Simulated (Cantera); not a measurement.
Feed: 1 mol CH4, 2.7 mol CO2, a varied amount of H2, held at 1900 K and 100 Torr.

Equilibrium computed with Cantera from the NASA thermochemical tables; the gas is ideal and each condensed phase is pure. Candidate condensed phases: C, C6H6, C7H8, C8H18, H2O; 110 gas species. Equilibrium is a limit: real reactors are often held back by kinetics, nucleation or transport.

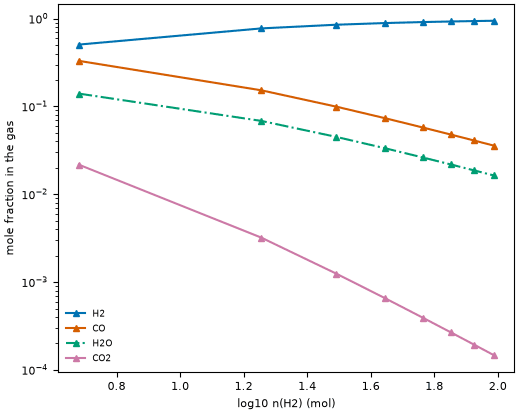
Equilibrium gas composition (values under 1e-9 drawn at 1e-9)

Task: Read off the mole fractions at 4.8 mol H2.

Result: H2 about 0.51, CO about 0.33, H2O about 0.14, CO2 about 0.022.
